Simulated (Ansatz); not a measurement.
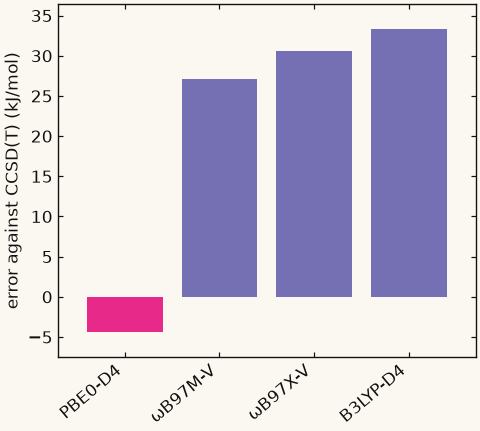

Error in the electronic atomisation energy (method less reference, so positive means overbinding) of BSiN₂H₇, SMILES NB[SiH2]N: functionals in def2-TZVPP against frozen-core CCSD(T) at the limit (MP2 extrapolated from triple and quadruple zeta, plus CCSD(T) less MP2 in a smaller set), which gives 3762.1 kJ/mol, at a PBE0-D4/def2-TZVP geometry (a minimum by its frequencies), no zero-point or spin-orbit term, the Ansatz code. The reference leaves out core correlation, a term that grows with the number of heavy atoms.

> Which of these levels overbind, and which underbind?

Overbind: ωB97M-V, ωB97X-V and B3LYP-D4. Underbind: none clearly. Within 20 kJ/mol of zero, too close to call in view of what the reference leaves out: PBE0-D4.

> What range do the values span?

From −4.4 kJ/mol (PBE0-D4) to 33.4 kJ/mol (B3LYP-D4).

Limits of at least one run: one conformer of a flexible molecule.
